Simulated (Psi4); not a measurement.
Reaction (SMILES): O=C (CH2-O) → [CH-]=O + H+
B3LYP-D3(BJ)/def2-TZVP geometries, fixed; electronic energies without zero-point terms.

Basis-set convergence of the deprotonation energy at PBE with Psi4. All functions are spherical. Density fitting with the program's default auxiliary sets. Psi4's default fitting sets serve the pcseg sets less well. No added dispersion term, no relativity. Functions are those of the species that has most. Reference: the value in aug-cc-pVQZ, 397.44 kcal/mol, itself unsure by roughly 2.81 kcal/mol (its distance from def2-QZVPPD). Deviations are taken from unrounded values.

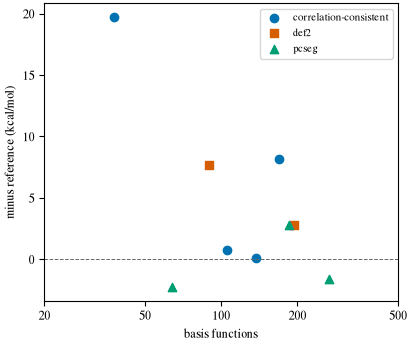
Deviation from the reference against the number of basis functions, by family of sets.

```json
[
 {"basis": "cc-pVDZ", "functions": "38", "deprotonation energy (kcal/mol)": "417.18", "minus reference (kcal/mol)": "19.74"},
 {"basis": "aug-pcseg-1", "functions": "64", "deprotonation energy (kcal/mol)": "395.18", "minus reference (kcal/mol)": "-2.26"},
 {"basis": "def2-TZVPP", "functions": "90", "deprotonation energy (kcal/mol)": "405.08", "minus reference (kcal/mol)": "7.64"},
 {"basis": "jun-cc-pV(T+d)Z", "functions": "106", "deprotonation energy (kcal/mol)": "398.18", "minus reference (kcal/mol)": "0.74"},
 {"basis": "aug-cc-pVTZ", "functions": "138", "deprotonation energy (kcal/mol)": "397.56", "minus reference (kcal/mol)": "0.12"},
 {"basis": "cc-pVQZ", "functions": "170", "deprotonation energy (kcal/mol)": "405.57", "minus reference (kcal/mol)": "8.13"},
 {"basis": "pcseg-3", "functions": "186", "deprotonation energy (kcal/mol)": "400.21", "minus reference (kcal/mol)": "2.77"},
 {"basis": "def2-QZVPPD", "functions": "195", "deprotonation energy (kcal/mol)": "400.24", "minus reference (kcal/mol)": "2.81"},
 {"basis": "aug-pcseg-3", "functions": "268", "deprotonation energy (kcal/mol)": "395.83", "minus reference (kcal/mol)": "-1.61"}
]
```
